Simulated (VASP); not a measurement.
Band structure of NiSi₂ (fluorite). These are revPBE GGA, VASP's PBE PAW potentials (set 64) (plane waves; VASP) values and carry that method's errors.

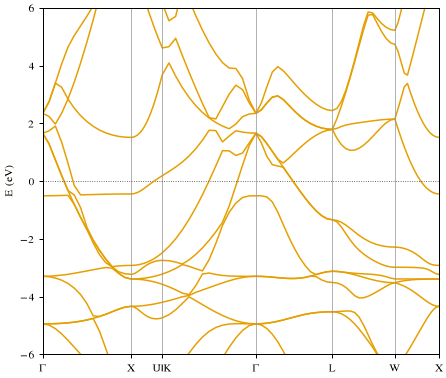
Figure: Bands along high-symmetry lines, zero at the valence-band maximum or, without a gap, the Fermi level

Problem. Read the plot: is there a gap, and where are the band edges?

Solution. It has no gap at this level: it comes out as a metal or semimetal. (Edges off the drawn lines would not show.)

The compound is NiSi2 in the fluorite structure. It was relaxed first. The run is not spin-polarised, so no magnetic state was tried.
